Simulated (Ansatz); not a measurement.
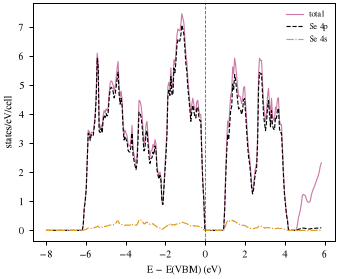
Fig. 1. Total and projected density of states of Se in space group R-3 (No. 148; Se on 18f), PBEsol (plane waves, PAW; program Ansatz)

Problem. Which orbitals carry the states next to the gap?

Solution. Top 1 eV of the valence band: Se 4p 95 %. Bottom 1 eV of the conduction band: Se 4p 90 %, Se 4s 6 %. Projections are on Löwdin-orthogonalised atomic valence shells; empty p or d shells of many metals are not among them.

Problem. Where is the tallest occupied peak in this window, and what makes it?

Solution. Near -1.2 eV, about 7.5 states/eV per cell; the largest projected share is Se 4p.

The first step of the workflow began from a Materials Project structure, measured or hypothetical; the Crystallography Open Database files this formula in space group No. 148, but the cells were not matched. It is not the phase usual at ambient conditions (space group No. 152). The PBEsol relaxation kept the symmetry of its start; its stability against distortions is not shown here. A crystal of weakly bound molecules computed without a dispersion correction: the cell and the soft elastic constants depend strongly on that. Spin–orbit coupling is left out wherever it is not named.

Potentials: the later of the program's two PAW sets.
